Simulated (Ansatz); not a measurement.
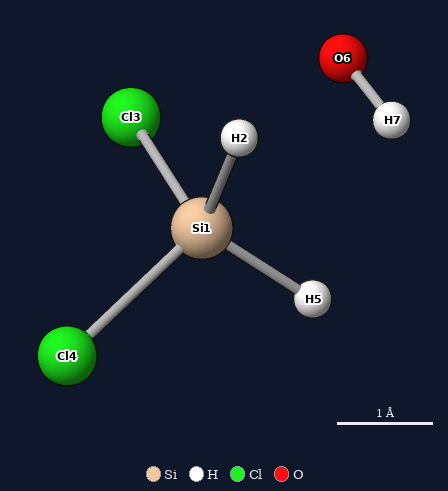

Figure 1. The starting structure (ball-and-stick view, seen at a tilt; atoms are numbered from 1 in the order of the input). Bond lengths as drawn: Cl–Si 2.04 to 2.05 Å, H–O 0.97 Å and H–Si 1.47 to 1.56 Å.

**Run report: SiH₃Cl₂O, molecular dynamics (part 1 of 4)**

- system: SiH₃Cl₂O, multiplicity 2
- method: UKS BHLYP-D4/def2-SVP (Ansatz 0.2.0)

The run did not end well. It belongs to a series of runs on one base structure; here: dynamics from the highest image of the converged band.

Input file:
```yaml
crystal:
  periodic: [false, false, false]
  atoms:
    - { symbol: Si, position_ang: [-0.022449, 0.069657, 0.144934] }
    - { symbol: H, position_ang: [0.021891, 0.365436, 1.675415] }
    - { symbol: Cl, position_ang: [1.908007, 0.035625, -0.528463] }
    - { symbol: Cl, position_ang: [-1.093595, 1.53366, -0.818203] }
    - { symbol: H, position_ang: [-0.658701, -1.22761, -0.122249] }
    - { symbol: O, position_ang: [0.283585, -0.398327, 2.825235] }
    - { symbol: H, position_ang: [-0.635437, -0.632839, 3.005633] }
magnetization:
  spin_polarized: true
  initial_magnetization: 1
basis:
  gaussian: { orbitals: def2-SVP }
hamiltonian:
  xc: { name: BHLYP }
  dispersion: d4
md:
  timestep: 0.5
  n_steps: 200
  ensemble: nve
  temperature: 300.0
  initial_velocities: maxwell_boltzmann
  seed: 2113
```

Run on 2 threads of Arm Neoverse V1, 24 GiB of memory available, shared host.

Run as:
```bash
ansatz run input.yaml --threads 2 --pin off --max-ram 3072MiB --backend cpu --events-out ev --progress --plain --runs-dir out
```

Output:
```
Engine: ansatz 0.2.0, aarch64-unknown-linux-gnu
Functional definition: BHLYP
  parameter a = 0.5
  exchange = (1 - a)*b88_x + a*exact_x
  correlation = lyp_c
825 factors; integrals over basis functions are off by at most 3.2e-4 eV
mean field evaluation 1: about -35000.7319 eV, gradient 3.2e1 eV
mean field evaluation 2: about -34994.0824 eV, gradient 5.3e1 eV
mean field evaluation 4: about -35005.6765 eV, gradient 2.1e0 eV
mean field evaluation 8: about -35005.7317 eV, gradient 1.1e-1 eV
mean field evaluation 16: about -35005.7319 eV, gradient 9.9e-4 eV
mean field -35005.73191485 eV, -1286.4369201335 hartree, gradient 4.2e-5 eV, S^2 0.762122; 2 other end points of the search recorded, 0 dependent functions left out
the calculation of the forces begins
reference -35005.73206690 eV, -1286.4369257210 hartree; 30, 29 occupied and 53, 54 virtual orbitals, 825 factors
md step     0: t =     0.00 fs  T =   300.0 K  F+E_penalty+E_count = -35005.94913040 eV  E_kin = 0.193890 eV  conserved = -35005.75524040 eV  (47 SCF iters)
these checks for a lower state are left out or cut short: starts, cluster_reference, orbital_swaps, neighbouring_geometries, increment
825 factors; integrals over basis functions are off by at most 3.3e-4 eV
mean field -35005.72753657 eV, -1286.4367592345 hartree, gradient 1.4e-5 eV, S^2 0.761861; 0 other end points of the search recorded, 0 dependent functions left out
the calculation of the forces begins
reference -35005.72768847 eV, -1286.4367648169 hartree; 30, 29 occupied and 53, 54 virtual orbitals, 825 factors
md step     1: t =     0.50 fs  T =   293.3 K  F+E_penalty+E_count = -35005.94468056 eV  E_kin = 0.189569 eV  conserved = -35005.75511188 eV  (35 SCF iters)
[... from here on the SCF iterations and repeated set-up lines of each step are left out, up to the last step ...]
md step     2: t =     1.00 fs  T =   275.9 K  F+E_penalty+E_count = -35005.93311279 eV  E_kin = 0.178293 eV  conserved = -35005.75482026 eV  (34 SCF iters)
md step     3: t =     1.50 fs  T =   254.2 K  F+E_penalty+E_count = -35005.91880643 eV  E_kin = 0.164298 eV  conserved = -35005.75450868 eV  (34 SCF iters)
md step     4: t =     2.00 fs  T =   235.3 K  F+E_penalty+E_count = -35005.90643838 eV  E_kin = 0.152093 eV  conserved = -35005.75434539 eV  (34 SCF iters)
md step     5: t =     2.50 fs  T =   222.9 K  F+E_penalty+E_count = -35005.89848689 eV  E_kin = 0.144090 eV  conserved = -35005.75439713 eV  (34 SCF iters)
md step     6: t =     3.00 fs  T =   216.1 K  F+E_penalty+E_count = -35005.89421902 eV  E_kin = 0.139636 eV  conserved = -35005.75458299 eV  (44 SCF iters)
md step     7: t =     3.50 fs  T =   210.6 K  F+E_penalty+E_count = -35005.89086645 eV  E_kin = 0.136118 eV  conserved = -35005.75474821 eV  (47 SCF iters)
md step     8: t =     4.00 fs  T =   202.9 K  F+E_penalty+E_count = -35005.88591192 eV  E_kin = 0.131126 eV  conserved = -35005.75478594 eV  (46 SCF iters)
md step     9: t =     4.50 fs  T =   191.9 K  F+E_penalty+E_count = -35005.87873409 eV  E_kin = 0.124044 eV  conserved = -35005.75469027 eV  (56 SCF iters)
md step    10: t =     5.00 fs  T =   179.8 K  F+E_penalty+E_count = -35005.87076273 eV  E_kin = 0.116234 eV  conserved = -35005.75452914 eV  (50 SCF iters)
md step    11: t =     5.50 fs  T =   170.3 K  F+E_penalty+E_count = -35005.86447964 eV  E_kin = 0.110091 eV  conserved = -35005.75438845 eV  (48 SCF iters)
md step    12: t =     6.00 fs  T =   166.7 K  F+E_penalty+E_count = -35005.86208277 eV  E_kin = 0.107748 eV  conserved = -35005.75433457 eV  (49 SCF iters)
md step    13: t =     6.50 fs  T =   170.3 K  F+E_penalty+E_count = -35005.86443962 eV  E_kin = 0.110045 eV  conserved = -35005.75439499 eV  (54 SCF iters)
md step    14: t =     7.00 fs  T =   179.6 K  F+E_penalty+E_count = -35005.87062888 eV  E_kin = 0.116071 eV  conserved = -35005.75455812 eV  (52 SCF iters)
md step    15: t =     7.50 fs  T =   190.9 K  F+E_penalty+E_count = -35005.87812809 eV  E_kin = 0.123355 eV  conserved = -35005.75477331 eV  (51 SCF iters)
md step    16: t =     8.00 fs  T =   199.1 K  F+E_penalty+E_count = -35005.88362974 eV  E_kin = 0.128670 eV  conserved = -35005.75495975 eV  (50 SCF iters)
md step    17: t =     8.50 fs  T =   200.1 K  F+E_penalty+E_count = -35005.88435054 eV  E_kin = 0.129328 eV  conserved = -35005.75502231 eV  (51 SCF iters)
md step    18: t =     9.00 fs  T =   192.8 K  F+E_penalty+E_count = -35005.87949383 eV  E_kin = 0.124596 eV  conserved = -35005.75489782 eV  (51 SCF iters)
md step    19: t =     9.50 fs  T =   180.3 K  F+E_penalty+E_count = -35005.87116140 eV  E_kin = 0.116551 eV  conserved = -35005.75461085 eV  (52 SCF iters)
md step    20: t =    10.00 fs  T =   169.6 K  F+E_penalty+E_count = -35005.86389179 eV  E_kin = 0.109596 eV  conserved = -35005.75429563 eV  (63 SCF iters)
md step    21: t =    10.50 fs  T =   167.8 K  F+E_penalty+E_count = -35005.86256631 eV  E_kin = 0.108433 eV  conserved = -35005.75413338 eV  (52 SCF iters)
md step    22: t =    11.00 fs  T =   178.6 K  F+E_penalty+E_count = -35005.86968289 eV  E_kin = 0.115459 eV  conserved = -35005.75422377 eV  (50 SCF iters)
md step    23: t =    11.50 fs  T =   200.2 K  F+E_penalty+E_count = -35005.88387648 eV  E_kin = 0.129370 eV  conserved = -35005.75450622 eV  (53 SCF iters)
md step    24: t =    12.00 fs  T =   225.9 K  F+E_penalty+E_count = -35005.90081251 eV  E_kin = 0.145999 eV  conserved = -35005.75481356 eV  (50 SCF iters)
md step    25: t =    12.50 fs  T =   248.6 K  F+E_penalty+E_count = -35005.91569241 eV  E_kin = 0.160695 eV  conserved = -35005.75499767 eV  (62 SCF iters)
md step    26: t =    13.00 fs  T =   263.9 K  F+E_penalty+E_count = -35005.92553621 eV  E_kin = 0.170527 eV  conserved = -35005.75500955 eV  (62 SCF iters)
md step    27: t =    13.50 fs  T =   271.0 K  F+E_penalty+E_count = -35005.93001208 eV  E_kin = 0.175120 eV  conserved = -35005.75489162 eV  (63 SCF iters)
md step    28: t =    14.00 fs  T =   272.5 K  F+E_penalty+E_count = -35005.93084949 eV  E_kin = 0.176123 eV  conserved = -35005.75472642 eV  (52 SCF iters)
md step    29: t =    14.50 fs  T =   272.3 K  F+E_penalty+E_count = -35005.93057433 eV  E_kin = 0.175983 eV  conserved = -35005.75459179 eV  (51 SCF iters)
md step    30: t =    15.00 fs  T =   273.5 K  F+E_penalty+E_count = -35005.93127000 eV  E_kin = 0.176732 eV  conserved = -35005.75453836 eV  (51 SCF iters)
md step    31: t =    15.50 fs  T =   277.2 K  F+E_penalty+E_count = -35005.93375284 eV  E_kin = 0.179170 eV  conserved = -35005.75458241 eV  (51 SCF iters)
md step    32: t =    16.00 fs  T =   282.5 K  F+E_penalty+E_count = -35005.93730857 eV  E_kin = 0.182605 eV  conserved = -35005.75470346 eV  (53 SCF iters)
md step    33: t =    16.50 fs  T =   286.5 K  F+E_penalty+E_count = -35005.94003506 eV  E_kin = 0.185190 eV  conserved = -35005.75484508 eV  (53 SCF iters)
md step    34: t =    17.00 fs  T =   286.0 K  F+E_penalty+E_count = -35005.93975963 eV  E_kin = 0.184835 eV  conserved = -35005.75492419 eV  (53 SCF iters)
md step    35: t =    17.50 fs  T =   279.2 K  F+E_penalty+E_count = -35005.93532290 eV  E_kin = 0.180455 eV  conserved = -35005.75486794 eV  (61 SCF iters)
md step    36: t =    18.00 fs  T =   267.7 K  F+E_penalty+E_count = -35005.92766950 eV  E_kin = 0.173004 eV  conserved = -35005.75466540 eV  (51 SCF iters)
md step    37: t =    18.50 fs  T =   256.1 K  F+E_penalty+E_count = -35005.91994469 eV  E_kin = 0.165538 eV  conserved = -35005.75440690 eV  (51 SCF iters)
md step    38: t =    19.00 fs  T =   250.4 K  F+E_penalty+E_count = -35005.91607506 eV  E_kin = 0.161824 eV  conserved = -35005.75425124 eV  (51 SCF iters)
md step    39: t =    19.50 fs  T =   253.9 K  F+E_penalty+E_count = -35005.91838808 eV  E_kin = 0.164075 eV  conserved = -35005.75431334 eV  (51 SCF iters)
md step    40: t =    20.00 fs  T =   265.1 K  F+E_penalty+E_count = -35005.92592007 eV  E_kin = 0.171352 eV  conserved = -35005.75456817 eV  (50 SCF iters)
md step    41: t =    20.50 fs  T =   278.4 K  F+E_penalty+E_count = -35005.93480881 eV  E_kin = 0.179943 eV  conserved = -35005.75486598 eV  (54 SCF iters)
md step    42: t =    21.00 fs  T =   287.0 K  F+E_penalty+E_count = -35005.94051540 eV  E_kin = 0.185466 eV  conserved = -35005.75504983 eV  (58 SCF iters)
md step    43: t =    21.50 fs  T =   286.5 K  F+E_penalty+E_count = -35005.94020565 eV  E_kin = 0.185155 eV  conserved = -35005.75505108 eV  (58 SCF iters)
md step    44: t =    22.00 fs  T =   276.9 K  F+E_penalty+E_count = -35005.93385230 eV  E_kin = 0.178953 eV  conserved = -35005.75489968 eV  (75 SCF iters)
md step    45: t =    22.50 fs  T =   261.7 K  F+E_penalty+E_count = -35005.92383112 eV  E_kin = 0.169153 eV  conserved = -35005.75467818 eV  (48 SCF iters)
md step    46: t =    23.00 fs  T =   246.3 K  F+E_penalty+E_count = -35005.91365663 eV  E_kin = 0.159183 eV  conserved = -35005.75447325 eV  (48 SCF iters)
md step    47: t =    23.50 fs  T =   235.6 K  F+E_penalty+E_count = -35005.90659959 eV  E_kin = 0.152250 eV  conserved = -35005.75435001 eV  (49 SCF iters)
md step    48: t =    24.00 fs  T =   232.5 K  F+E_penalty+E_count = -35005.90462695 eV  E_kin = 0.150284 eV  conserved = -35005.75434260 eV  (49 SCF iters)
md step    49: t =    24.50 fs  T =   237.4 K  F+E_penalty+E_count = -35005.90785139 eV  E_kin = 0.153402 eV  conserved = -35005.75444895 eV  (48 SCF iters)
md step    50: t =    25.00 fs  T =   247.5 K  F+E_penalty+E_count = -35005.91458459 eV  E_kin = 0.159958 eV  conserved = -35005.75462620 eV  (49 SCF iters)
md step    51: t =    25.50 fs  T =   258.8 K  F+E_penalty+E_count = -35005.92205048 eV  E_kin = 0.167257 eV  conserved = -35005.75479377 eV  (47 SCF iters)
md step    52: t =    26.00 fs  T =   267.4 K  F+E_penalty+E_count = -35005.92766539 eV  E_kin = 0.172806 eV  conserved = -35005.75485971 eV  (48 SCF iters)
md step    53: t =    26.50 fs  T =   271.8 K  F+E_penalty+E_count = -35005.93043973 eV  E_kin = 0.175665 eV  conserved = -35005.75477452 eV  (50 SCF iters)
md step    54: t =    27.00 fs  T =   274.0 K  F+E_penalty+E_count = -35005.93167551 eV  E_kin = 0.177090 eV  conserved = -35005.75458522 eV  (49 SCF iters)
md step    55: t =    27.50 fs  T =   278.2 K  F+E_penalty+E_count = -35005.93419953 eV  E_kin = 0.179770 eV  conserved = -35005.75442948 eV  (49 SCF iters)
md step    56: t =    28.00 fs  T =   287.6 K  F+E_penalty+E_count = -35005.94028889 eV  E_kin = 0.185848 eV  conserved = -35005.75444040 eV  (48 SCF iters)
md step    57: t =    28.50 fs  T =   301.8 K  F+E_penalty+E_count = -35005.94971409 eV  E_kin = 0.195083 eV  conserved = -35005.75463150 eV  (50 SCF iters)
md step    58: t =    29.00 fs  T =   316.7 K  F+E_penalty+E_count = -35005.95954905 eV  E_kin = 0.204668 eV  conserved = -35005.75488094 eV  (49 SCF iters)
md step    59: t =    29.50 fs  T =   326.4 K  F+E_penalty+E_count = -35005.96596953 eV  E_kin = 0.210936 eV  conserved = -35005.75503314 eV  (56 SCF iters)
md step    60: t =    30.00 fs  T =   327.4 K  F+E_penalty+E_count = -35005.96659277 eV  E_kin = 0.211584 eV  conserved = -35005.75500865 eV  (56 SCF iters)
md step    61: t =    30.50 fs  T =   320.1 K  F+E_penalty+E_count = -35005.96173195 eV  E_kin = 0.206898 eV  conserved = -35005.75483355 eV  (56 SCF iters)
md step    62: t =    31.00 fs  T =   308.6 K  F+E_penalty+E_count = -35005.95406699 eV  E_kin = 0.199472 eV  conserved = -35005.75459493 eV  (48 SCF iters)
md step    63: t =    31.50 fs  T =   298.5 K  F+E_penalty+E_count = -35005.94731238 eV  E_kin = 0.192923 eV  conserved = -35005.75438934 eV  (48 SCF iters)
md step    64: t =    32.00 fs  T =   294.6 K  F+E_penalty+E_count = -35005.94470392 eV  E_kin = 0.190418 eV  conserved = -35005.75428623 eV  (50 SCF iters)
md step    65: t =    32.50 fs  T =   299.5 K  F+E_penalty+E_count = -35005.94787355 eV  E_kin = 0.193557 eV  conserved = -35005.75431694 eV  (49 SCF iters)
md step    66: t =    33.00 fs  T =   312.3 K  F+E_penalty+E_count = -35005.95633805 eV  E_kin = 0.201866 eV  conserved = -35005.75447172 eV  (51 SCF iters)
md step    67: t =    33.50 fs  T =   329.5 K  F+E_penalty+E_count = -35005.96766543 eV  E_kin = 0.212966 eV  conserved = -35005.75469962 eV  (53 SCF iters)
md step    68: t =    34.00 fs  T =   345.7 K  F+E_penalty+E_count = -35005.97831208 eV  E_kin = 0.223399 eV  conserved = -35005.75491341 eV  (48 SCF iters)
md step    69: t =    34.50 fs  T =   355.9 K  F+E_penalty+E_count = -35005.98500992 eV  E_kin = 0.229994 eV  conserved = -35005.75501568 eV  (48 SCF iters)
md step    70: t =    35.00 fs  T =   357.9 K  F+E_penalty+E_count = -35005.98628133 eV  E_kin = 0.231336 eV  conserved = -35005.75494522 eV  (49 SCF iters)
md step    71: t =    35.50 fs  T =   353.7 K  F+E_penalty+E_count = -35005.98331327 eV  E_kin = 0.228578 eV  conserved = -35005.75473553 eV  (51 SCF iters)
md step    72: t =    36.00 fs  T =   347.9 K  F+E_penalty+E_count = -35005.97937354 eV  E_kin = 0.224852 eV  conserved = -35005.75452118 eV  (51 SCF iters)
md step    73: t =    36.50 fs  T =   345.5 K  F+E_penalty+E_count = -35005.97774906 eV  E_kin = 0.223296 eV  conserved = -35005.75445322 eV  (48 SCF iters)
md step    74: t =    37.00 fs  T =   348.0 K  F+E_penalty+E_count = -35005.97949709 eV  E_kin = 0.224922 eV  conserved = -35005.75457510 eV  (48 SCF iters)
md step    75: t =    37.50 fs  T =   352.8 K  F+E_penalty+E_count = -35005.98279759 eV  E_kin = 0.228012 eV  conserved = -35005.75478544 eV  (76 SCF iters)
md step    76: t =    38.00 fs  T =   355.1 K  F+E_penalty+E_count = -35005.98444295 eV  E_kin = 0.229514 eV  conserved = -35005.75492863 eV  (65 SCF iters)
md step    77: t =    38.50 fs  T =   351.6 K  F+E_penalty+E_count = -35005.98217001 eV  E_kin = 0.227255 eV  conserved = -35005.75491514 eV  (68 SCF iters)
md step    78: t =    39.00 fs  T =   342.4 K  F+E_penalty+E_count = -35005.97606811 eV  E_kin = 0.221304 eV  conserved = -35005.75476381 eV  (56 SCF iters)
md step    79: t =    39.50 fs  T =   330.8 K  F+E_penalty+E_count = -35005.96837461 eV  E_kin = 0.213814 eV  conserved = -35005.75456103 eV  (55 SCF iters)
md step    80: t =    40.00 fs  T =   321.5 K  F+E_penalty+E_count = -35005.96218882 eV  E_kin = 0.207789 eV  conserved = -35005.75440021 eV  (54 SCF iters)
md step    81: t =    40.50 fs  T =   318.2 K  F+E_penalty+E_count = -35005.96001317 eV  E_kin = 0.205670 eV  conserved = -35005.75434330 eV  (55 SCF iters)
md step    82: t =    41.00 fs  T =   322.3 K  F+E_penalty+E_count = -35005.96274380 eV  E_kin = 0.208334 eV  conserved = -35005.75441026 eV  (56 SCF iters)
md step    83: t =    41.50 fs  T =   332.3 K  F+E_penalty+E_count = -35005.96932370 eV  E_kin = 0.214742 eV  conserved = -35005.75458182 eV  (55 SCF iters)
md step    84: t =    42.00 fs  T =   343.9 K  F+E_penalty+E_count = -35005.97704521 eV  E_kin = 0.222241 eV  conserved = -35005.75480405 eV  (53 SCF iters)
md step    85: t =    42.50 fs  T =   351.9 K  F+E_penalty+E_count = -35005.98242803 eV  E_kin = 0.227433 eV  conserved = -35005.75499471 eV  (51 SCF iters)
md step    86: t =    43.00 fs  T =   352.0 K  F+E_penalty+E_count = -35005.98254019 eV  E_kin = 0.227478 eV  conserved = -35005.75506213 eV  (53 SCF iters)
md step    87: t =    43.50 fs  T =   342.7 K  F+E_penalty+E_count = -35005.97642141 eV  E_kin = 0.221474 eV  conserved = -35005.75494744 eV  (54 SCF iters)
md step    88: t =    44.00 fs  T =   326.9 K  F+E_penalty+E_count = -35005.96593493 eV  E_kin = 0.211256 eV  conserved = -35005.75467881 eV  (54 SCF iters)
md step    89: t =    44.50 fs  T =   310.8 K  F+E_penalty+E_count = -35005.95525936 eV  E_kin = 0.200871 eV  conserved = -35005.75438877 eV  (53 SCF iters)
md step    90: t =    45.00 fs  T =   301.1 K  F+E_penalty+E_count = -35005.94884132 eV  E_kin = 0.194596 eV  conserved = -35005.75424536 eV  (53 SCF iters)
md step    91: t =    45.50 fs  T =   301.0 K  F+E_penalty+E_count = -35005.94888383 eV  E_kin = 0.194559 eV  conserved = -35005.75432527 eV  (53 SCF iters)
md step    92: t =    46.00 fs  T =   308.9 K  F+E_penalty+E_count = -35005.95419569 eV  E_kin = 0.199641 eV  conserved = -35005.75455425 eV  (54 SCF iters)
md step    93: t =    46.50 fs  T =   319.5 K  F+E_penalty+E_count = -35005.96128846 eV  E_kin = 0.206516 eV  conserved = -35005.75477216 eV  (54 SCF iters)
md step    94: t =    47.00 fs  T =   327.9 K  F+E_penalty+E_count = -35005.96676790 eV  E_kin = 0.211910 eV  conserved = -35005.75485798 eV  (53 SCF iters)
md step    95: t =    47.50 fs  T =   331.8 K  F+E_penalty+E_count = -35005.96920659 eV  E_kin = 0.214413 eV  conserved = -35005.75479395 eV  (55 SCF iters)
md step    96: t =    48.00 fs  T =   332.4 K  F+E_penalty+E_count = -35005.96949139 eV  E_kin = 0.214848 eV  conserved = -35005.75464337 eV  (55 SCF iters)
md step    97: t =    48.50 fs  T =   333.3 K  F+E_penalty+E_count = -35005.96989934 eV  E_kin = 0.215403 eV  conserved = -35005.75449607 eV  (54 SCF iters)
md step    98: t =    49.00 fs  T =   337.8 K  F+E_penalty+E_count = -35005.97272429 eV  E_kin = 0.218303 eV  conserved = -35005.75442159 eV  (54 SCF iters)
md step    99: t =    49.50 fs  T =   347.7 K  F+E_penalty+E_count = -35005.97915354 eV  E_kin = 0.224700 eV  conserved = -35005.75445354 eV  (54 SCF iters)
md step   100: t =    50.00 fs  T =   362.3 K  F+E_penalty+E_count = -35005.98870901 eV  E_kin = 0.234123 eV  conserved = -35005.75458623 eV  (51 SCF iters)
md step   101: t =    50.50 fs  T =   378.4 K  F+E_penalty+E_count = -35005.99932954 eV  E_kin = 0.244552 eV  conserved = -35005.75477711 eV  (52 SCF iters)
md step   102: t =    51.00 fs  T =   391.6 K  F+E_penalty+E_count = -35006.00806173 eV  E_kin = 0.253110 eV  conserved = -35005.75495184 eV  (55 SCF iters)
```
